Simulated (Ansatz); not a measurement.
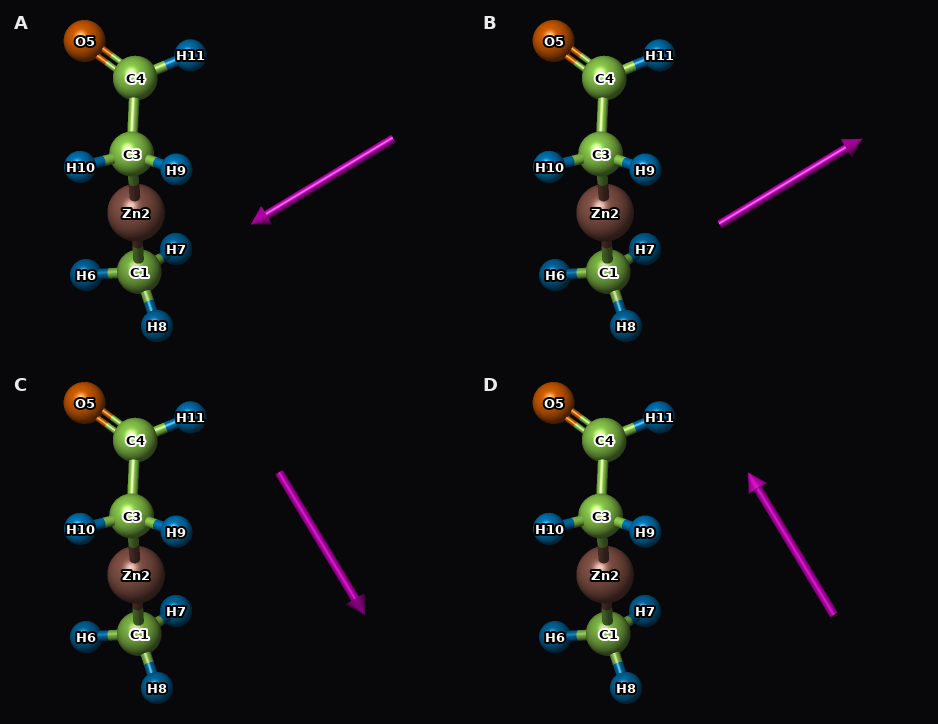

The same molecule four times, each with an arrow. The computed structure is the end point of a PBE0-D4/def2-TZVP optimisation. No frequency run is at hand to confirm it as a minimum. Method: RKS PBE0-D4/def2-TZVP (Ansatz 0.2.0).

**Which arrow points along the dipole moment, from the negative to the positive end?**

C. The dipole moment is 3.58 D; it points from the side of O5 to the side of H8 (the outermost atoms at the two ends).
